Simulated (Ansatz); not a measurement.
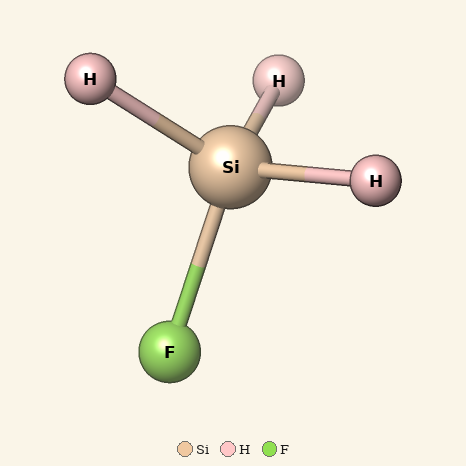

Atoms fade into the background with distance from the viewer. The geometry was computed by an optimisation with PBE0-D4/def2-TZVP.

Question: Which symmetry elements does this geometry have?

Answer: It has 1 C3 axis and 3 mirror planes, so the point group is C3v. The group has 6 operations. The geometry is achiral, and symmetry allows a dipole moment.
